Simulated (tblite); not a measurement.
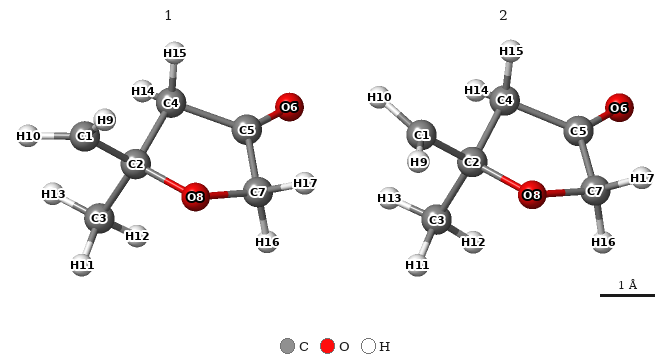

Two geometries of C6H9O2 (multiplicity 2), drawn at one scale. One is the start of a relaxation, the other its converged end. Style: ball-and-stick. Shown at a tilt.

Computed with tblite, GFN2-xTB geometry optimisation, gas phase. 

### Which of the two is the end point?

Structure 1 is the relaxed one. The largest move after the best rigid fit is that of H9, 0.87 Å. By element the largest moves are H 0.87 Å, O 0.12 Å, C 0.07 Å. Among the contacts that change: C2–C4 1.526 → 1.556 Å, C7–O8 1.431 → 1.402 Å, C5–O6 1.221 → 1.199 Å, C5–C7 1.495 → 1.516 Å. Bond angles that change, for instance: C4–C5–C7 111.0° → 106.1°, C2–C4–C5 99.7° → 103.5°, C4–C5–O6 123.6° → 127.2°. Groups turn about C1–C2 by about 55°. The energy falls by 0.194 eV in 90 geometry steps.
